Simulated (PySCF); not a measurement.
SMILES CC(=O)[SiH2][SiH2]S (C₂H₈OSSi₂) at its GFN2-xTB optimised geometry (Å):

```
14

C     -0.8203    -2.7697    -0.0032
C     -0.0108    -1.5088     0.0000
O      1.2035    -1.5088     0.0000
Si    -0.8935     0.1993     0.0000
Si     0.9706     1.5689     0.0540
S      0.3637     3.6533     0.0611
H     -1.4764    -2.7694     0.8645
H     -0.1857    -3.6533     0.0108
H     -1.4489    -2.7797    -0.8914
H     -1.8074     0.2242     1.1536
H     -1.7723     0.2421    -1.1763
H      1.7994     1.5523    -1.1447
H      1.8074     1.4302     1.2463
H     -0.2808     3.6381     1.2175
```

Level of theory: PySCF with CAM-B3LYP/def2-TZVP.

Map of the log10 of the electron density (e/bohr³), floored at −4 on the plane z = 1.0 Å:

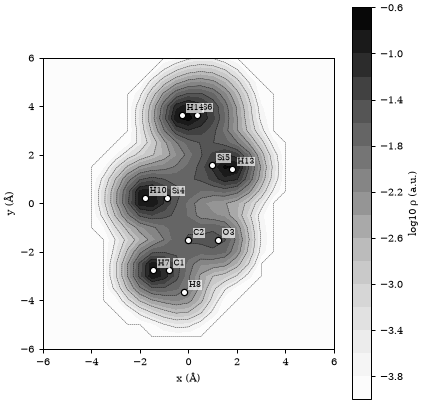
Figure: Log10 of the electron density (e/bohr³), floored at −4 on the plane z = 1.0 Å.
